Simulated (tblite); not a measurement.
# CH₆NOSi: geometry relaxation

System: CH₆NOSi, multiplicity 2, SMILES [CH2]O[SiH2]N.
Method: GFN2-xTB geometry optimisation, gas phase (tblite 0.8.0).

It belongs to a series of runs on one base structure; here: H removed from sp3 C.

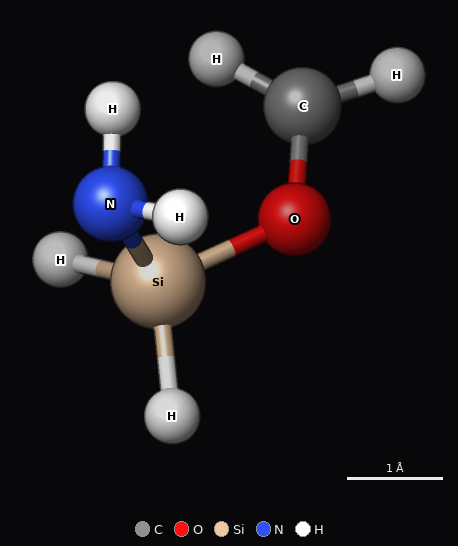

*The starting structure (ball-and-stick view, seen at a tilt).*

Bond lengths as drawn: C–H 1.07 to 1.08 Å, C–O 1.37 Å, H–N 1.02 to 1.03 Å, H–Si 1.47 to 1.49 Å, N–Si 1.70 Å and O–Si 1.64 Å.

## Summary

- outcome: converged
- total energy: −378.2190 eV
- hardware: 1 CPU thread, shared host
- peak memory: 0.18 GiB

## Input file
```
{"job": {"kind": "relax", "xc": "GFN2-xTB", "basis": "xTB"}, "charge": 0, "multiplicity": 2}
C      1.666000     0.068200     0.626400
O      0.831700    -0.717900    -0.119500
Si    -0.471100    -0.101600    -0.902700
N     -1.681800     0.090000     0.270200
H      2.466500    -0.463800     1.106500
H      1.503400     1.136700     0.652900
H     -0.181000     1.242900    -1.463700
H     -0.977100    -1.045000    -1.911900
H     -1.852000    -0.839000     0.678400
H     -1.295700     0.634300     1.040800
```

The first line tells a small driver script what to run in tblite; the rest is the geometry in Å.

Run as:
```bash
OMP_NUM_THREADS=1 python <driver script> task.json out
```

## What the program printed
```
step      E/eV     max force
  0    -377.75610    1.804
  1    -377.82575    0.586
  2    -377.84740    0.596
  3    -377.89377    0.699
  4    -377.92373    0.732
  5    -377.96259    0.477
  6    -377.98294    0.427
  7    -377.99787    0.361
  8    -378.01079    0.381
  9    -378.02329    0.387
 10    -378.03212    0.284
 11    -378.03874    0.216
 12    -378.04429    0.192
 13    -378.05109    0.291
 14    -378.05967    0.332
 15    -378.06930    0.260
 16    -378.07764    0.233
 17    -378.08385    0.219
 18    -378.08885    0.200
 19    -378.09216    0.150
 20    -378.09472    0.176
 21    -378.09795    0.154
 22    -378.10143    0.211
 23    -378.10436    0.165
 24    -378.10662    0.166
 25    -378.10864    0.180
 26    -378.11036    0.110
 27    -378.11147    0.101
 28    -378.11212    0.076
 29    -378.11267    0.089
 30    -378.11347    0.092
 31    -378.11458    0.108
 32    -378.11594    0.155
 33    -378.11725    0.124
 34    -378.11820    0.077
 35    -378.11872    0.062
 36    -378.11920    0.066
 37    -378.11978    0.077
 38    -378.12048    0.086
 39    -378.12117    0.067
 40    -378.12173    0.052
 41    -378.12214    0.069
 42    -378.12263    0.079
 43    -378.12337    0.084
 44    -378.12458    0.107
 45    -378.12578    0.086
 46    -378.12651    0.152
 47    -378.12697    0.094
 48    -378.12762    0.066
 49    -378.12833    0.065
 50    -378.12906    0.080
 51    -378.12950    0.045
 52    -378.12974    0.044
 53    -378.12992    0.045
 54    -378.13019    0.040
 55    -378.13042    0.041
 56    -378.13053    0.019
 57    -378.13058    0.021
 58    -378.13060    0.017
 59    -378.13065    0.023
 60    -378.13075    0.032
 61    -378.13088    0.030
 62    -378.13099    0.030
 63    -378.13107    0.024
 64    -378.13114    0.026
 65    -378.13123    0.036
 66    -378.13138    0.039
 67    -378.13160    0.065
 68    -378.13187    0.084
 69    -378.13219    0.079
 70    -378.13251    0.070
 71    -378.13282    0.053
 72    -378.13280    0.211
 73    -378.13331    0.071
 74    -378.13356    0.022
 75    -378.13403    0.120
 76    -378.13426    0.044
 77    -378.13455    0.076
 78    -378.13424    0.357
 79    -378.13531    0.069
 80    -378.13590    0.049
 81    -378.10775    1.387
 82    -378.13621    0.042
 83    -378.13645    0.048
 84    -378.12955    0.759
 85    -378.13713    0.049
 86    -378.13778    0.060
 87    -378.12298    0.806
 88    -378.13788    0.105
 89    -378.13890    0.177
 90    -378.10338    1.683
 91    -378.13971    0.130
 92    -378.14045    0.158
 93    -378.09377    2.075
 94    -378.14195    0.136
 95    -378.14337    0.144
 96    -378.09490    1.558
 97    -378.14358    0.167
 98    -378.14616    0.259
 99    -378.07261    2.449
100    -378.14826    0.259
101    -378.15015    0.285
102    -378.08023    2.441
103    -378.15375    0.274
104    -378.15685    0.308
105    -378.06351    2.670
106    -378.16129    0.302
107    -378.16495    0.335
108    -378.04105    2.851
109    -378.16988    0.314
110    -378.17367    0.333
111    -378.11418    2.130
112    -378.17957    0.293
113    -378.18313    0.306
114    -378.18373    0.814
115    -378.18954    0.310
116    -378.19124    0.290
117    -378.19646    0.217
118    -378.19913    0.196
119    -378.20288    0.289
120    -378.20527    0.283
121    -378.20857    0.285
122    -378.21019    0.444
123    -378.21220    0.162
124    -378.21382    0.112
125    -378.21495    0.065
126    -378.21549    0.057
127    -378.21575    0.089
128    -378.21613    0.076
129    -378.21644    0.063
130    -378.21668    0.041
131    -378.21683    0.029
132    -378.21692    0.023
133    -378.21698    0.016
134    -378.21702    0.014
135    -378.21705    0.018
136    -378.21710    0.020
137    -378.21717    0.028
138    -378.21728    0.038
139    -378.21744    0.039
140    -378.21763    0.034
141    -378.21776    0.022
142    -378.21781    0.016
143    -378.21784    0.022
144    -378.21787    0.024
145    -378.21790    0.025
146    -378.21793    0.013
147    -378.21795    0.012
148    -378.21797    0.014
149    -378.21799    0.018
150    -378.21802    0.022
151    -378.21807    0.026
152    -378.21812    0.032
153    -378.21820    0.028
154    -378.21830    0.041
155    -378.21841    0.033
156    -378.21855    0.031
157    -378.21867    0.024
158    -378.21878    0.029
159    -378.21886    0.029
160    -378.21893    0.022
161    -378.21897    0.013
162    -378.21899    0.012
163    -378.21900    0.009
```

## Trajectory as extended XYZ (Å, eV, eV/Å), 10 of the 164 frames kept, from step=0 to step=163
```
10
Properties=species:S:1:pos:R:3:forces:R:3 step=0 energy=-377.75610
C     1.6660    0.0682    0.6264   -0.3200  -0.5530  -0.3200
O     0.8317   -0.7179   -0.1195    0.8930   0.5690   0.1330
Si   -0.4711   -0.1016   -0.9027    0.3140   0.2060  -1.7640
N    -1.6818    0.0900    0.2702   -0.5350  -0.4600   1.4680
H     2.4665   -0.4638    1.1065   -0.0760   0.2500  -0.0190
H     1.5034    1.1367    0.6529    0.2120  -0.3710   0.0760
H    -0.1810    1.2429   -1.4637   -0.0230  -0.3910   0.1700
H    -0.9771   -1.0450   -1.9119    0.4070   0.0850   0.3510
H    -1.8520   -0.8390    0.6784   -0.3970   0.5500  -0.0940
H    -1.2957    0.6343    1.0408   -0.4760   0.1140  -0.0010
10
Properties=species:S:1:pos:R:3:forces:R:3 step=18 energy=-378.08885
C     1.8132    0.0302    0.5528    0.0660   0.0470  -0.0360
O     1.0174   -0.5541   -0.3456   -0.0610  -0.0120   0.0460
Si   -0.4645   -0.0911   -0.8940    0.0400   0.0620  -0.0140
N    -1.6665    0.0611    0.3295   -0.0040   0.0030  -0.2000
H     2.5552   -0.5745    1.0358   -0.0100  -0.0090  -0.0720
H     1.6507    1.0577    0.8136    0.0490   0.0250   0.0900
H    -0.4177    1.2685   -1.4426    0.0780  -0.0960  -0.0520
H    -0.7302   -1.2182   -1.7685   -0.0310   0.0700   0.0390
H    -2.1679   -0.7434    0.6566   -0.0540  -0.0340   0.1440
H    -1.5807    0.7683    1.0396   -0.0730  -0.0560   0.0560
10
Properties=species:S:1:pos:R:3:forces:R:3 step=36 energy=-378.11920
C     1.9137    0.0523    0.5239   -0.0060  -0.0330   0.0060
O     0.9941   -0.4932   -0.2695   -0.0070  -0.0370  -0.0290
Si   -0.4741   -0.0689   -0.8589   -0.0110   0.0210   0.0200
N    -1.7466    0.0655    0.2944   -0.0250  -0.0240  -0.0420
H     2.6673   -0.6119    0.8984    0.0650  -0.0020   0.0080
H     1.7639    1.0265    0.9486   -0.0200   0.0410   0.0010
H    -0.4061    1.2425   -1.5017    0.0030  -0.0020   0.0240
H    -0.7310   -1.2342   -1.6851    0.0030   0.0270   0.0090
H    -2.2056   -0.7625    0.6332   -0.0150  -0.0090   0.0330
H    -1.7667    0.7886    0.9942    0.0130   0.0200  -0.0310
10
Properties=species:S:1:pos:R:3:forces:R:3 step=54 energy=-378.13019
C     1.8866   -0.0056    0.6036    0.0230  -0.0120  -0.0070
O     0.9832   -0.5408   -0.2163   -0.0040  -0.0260   0.0000
Si   -0.4705   -0.0817   -0.8234    0.0030   0.0080   0.0390
N    -1.7985    0.0554    0.2636    0.0100  -0.0310  -0.0090
H     2.7997   -0.5546    0.7387   -0.0370   0.0150  -0.0020
H     1.7823    1.0082    0.9429    0.0000  -0.0010   0.0020
H    -0.3578    1.2556   -1.3998   -0.0050   0.0140  -0.0260
H    -0.7093   -1.2213   -1.6886    0.0060   0.0180   0.0020
H    -2.2003   -0.7635    0.6891    0.0110   0.0020   0.0060
H    -1.9065    0.8530    0.8677   -0.0070   0.0130  -0.0050
10
Properties=species:S:1:pos:R:3:forces:R:3 step=72 energy=-378.13280
C     1.8980   -0.0080    0.5732   -0.0510   0.0160  -0.0040
O     0.9884   -0.5463   -0.2381   -0.0130   0.0040  -0.0030
Si   -0.4680   -0.0716   -0.8268   -0.0060   0.0130  -0.0040
N    -1.7809    0.0298    0.2796   -0.0420   0.1500   0.1090
H     2.7698   -0.5938    0.7820    0.0320  -0.0250  -0.0010
H     1.7781    0.9913    0.9469    0.0030  -0.0060   0.0010
H    -0.3729    1.2763   -1.3844   -0.0080  -0.0070   0.0000
H    -0.7077   -1.1864   -1.7243    0.0280  -0.0060   0.0070
H    -2.0818   -0.7734    0.8076    0.0190   0.0470  -0.0150
H    -2.0141    0.8868    0.7618    0.0390  -0.1870  -0.0890
10
Properties=species:S:1:pos:R:3:forces:R:3 step=91 energy=-378.13971
C     1.8805   -0.0394    0.5773   -0.0220   0.0050  -0.0010
O     0.9811   -0.5498   -0.2612   -0.0080   0.0020  -0.0050
Si   -0.4704   -0.0510   -0.8357    0.0090  -0.0040  -0.0160
N    -1.7239    0.0254    0.3338   -0.0190   0.0070   0.1280
H     2.7437   -0.6391    0.7849    0.0300  -0.0160  -0.0020
H     1.7777    0.9613    0.9502   -0.0040   0.0090   0.0190
H    -0.3942    1.3073   -1.3720   -0.0070  -0.0170  -0.0050
H    -0.6725   -1.1467   -1.7706   -0.0100   0.0170  -0.0060
H    -1.9080   -0.7316    0.9729    0.0020   0.0960  -0.0620
H    -2.2051    0.8684    0.5979    0.0280  -0.1000  -0.0490
10
Properties=species:S:1:pos:R:3:forces:R:3 step=109 energy=-378.16988
C     1.8468   -0.0771    0.6101    0.0200   0.0040  -0.0450
O     0.9745   -0.5368   -0.2855    0.0090  -0.0130  -0.0040
Si   -0.4753   -0.0349   -0.8501    0.0010  -0.0100   0.0050
N    -1.6161    0.0770    0.4275   -0.0580   0.2980   0.0790
H     2.7230   -0.6757    0.7730   -0.0080   0.0080  -0.0060
H     1.7740    0.9270    0.9837   -0.0410  -0.0200   0.0110
H    -0.4453    1.3135   -1.4169    0.0280   0.0040   0.0300
H    -0.6644   -1.1056   -1.8214   -0.0270  -0.0010   0.0210
H    -1.7781   -0.6715    1.0780   -0.0290  -0.0150  -0.0110
H    -2.3302    0.7888    0.4790    0.1040  -0.2550  -0.0810
10
Properties=species:S:1:pos:R:3:forces:R:3 step=127 energy=-378.21575
C     1.8502   -0.1109    0.5910   -0.0090  -0.0140  -0.0130
O     0.9628   -0.5599   -0.2960   -0.0040   0.0060   0.0020
Si   -0.4745   -0.0085   -0.8381    0.0070  -0.0010   0.0240
N    -1.5677    0.1886    0.4827   -0.0440   0.0670  -0.0380
H     2.7716   -0.6549    0.6674   -0.0090  -0.0150  -0.0110
H     1.6997    0.8231    1.0955   -0.0260   0.0090   0.0060
H    -0.3741    1.3354   -1.4063   -0.0100   0.0130  -0.0040
H    -0.7424   -1.0635   -1.8100    0.0200  -0.0120   0.0170
H    -1.6396   -0.5314    1.1842    0.0220  -0.0250   0.0030
H    -2.4770    0.5866    0.3070    0.0540  -0.0280   0.0140
10
Properties=species:S:1:pos:R:3:forces:R:3 step=145 energy=-378.21790
C     1.8414   -0.1049    0.5776    0.0020  -0.0140  -0.0100
O     0.9661   -0.5400   -0.3273   -0.0010   0.0060   0.0010
Si   -0.4773    0.0034   -0.8595    0.0040  -0.0080   0.0080
N    -1.5431    0.2090    0.4824    0.0150   0.0070  -0.0190
H     2.7380   -0.6818    0.6951   -0.0090   0.0120  -0.0030
H     1.6568    0.7920    1.1349   -0.0070   0.0020   0.0100
H    -0.4021    1.3409   -1.4473    0.0000   0.0000  -0.0010
H    -0.7421   -1.0716   -1.8102   -0.0040   0.0010   0.0040
H    -1.5512   -0.4889    1.2100   -0.0020  -0.0130   0.0100
H    -2.4774    0.5465    0.3217    0.0020   0.0070   0.0010
10
Properties=species:S:1:pos:R:3:forces:R:3 step=163 energy=-378.21900
C     1.8351   -0.0930    0.5724   -0.0070   0.0040  -0.0010
O     0.9809   -0.5282   -0.3524    0.0000   0.0020   0.0010
Si   -0.4751   -0.0067   -0.8720    0.0000  -0.0040   0.0000
N    -1.5183    0.2171    0.4838   -0.0050   0.0070  -0.0030
H     2.7513   -0.6398    0.6761    0.0040  -0.0020   0.0010
H     1.5836    0.7353    1.2053    0.0010  -0.0030  -0.0020
H    -0.4202    1.3220   -1.4820    0.0010  -0.0010  -0.0010
H    -0.7479   -1.0992   -1.8000    0.0000   0.0030   0.0020
H    -1.5351   -0.4835    1.2091   -0.0010  -0.0020   0.0010
H    -2.4454    0.5806    0.3373    0.0060  -0.0040   0.0020
```

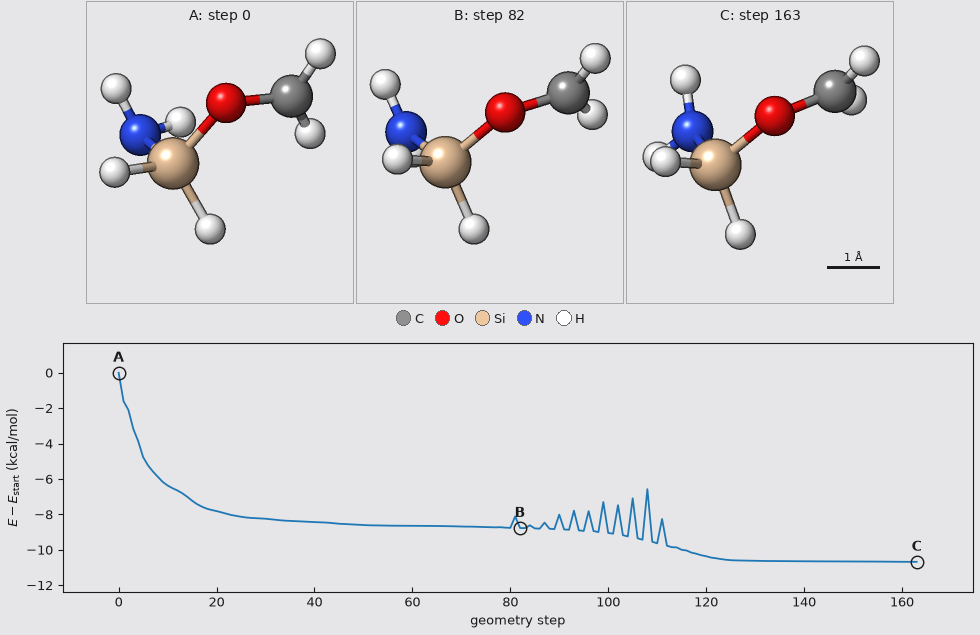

*Frames of the relaxation (ball-and-stick view, seen at a tilt) above the curves, on which the letters mark them (steps are counted from 0).*

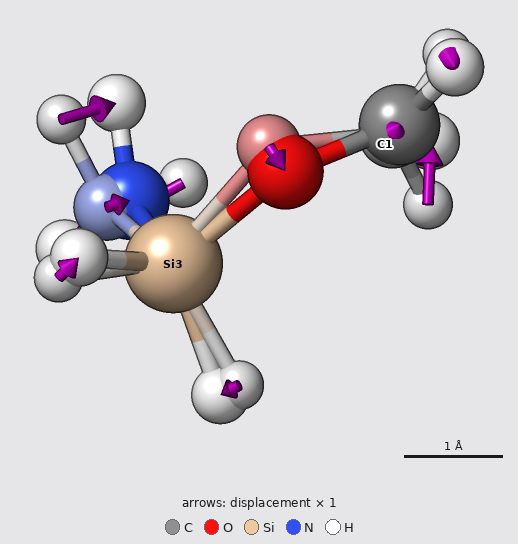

*Start (faint) and end (solid) with the displacements as pink arrows, at true length (ball-and-stick view, seen at a tilt). The two geometries are laid on each other by the best rigid fit.*

H10 moves most after the best rigid fit: 1.39 Å. By element the largest moves are H 1.39 Å, O 0.32 Å, N 0.27 Å, C 0.21 Å, Si 0.07 Å. Distances before and after: C1–O2 1.368 → 1.332 Å, Si3–N4 1.697 → 1.725 Å, Si3–H7 1.485 → 1.463 Å, N4–H9 1.029 → 1.009 Å. Among the angles that change: O2–Si3–H8 111.1° → 97.5°, Si3–N4–H9 106.9° → 119.0°, C1–O2–Si3 121.9° → 133.5°. Over 163 geometry steps the energy falls by 10.7 kcal/mol. Largest force component: 1.8 eV/Å at the start, 0.007 eV/Å at the end. (Atoms are counted from 1 in the order of the input.)
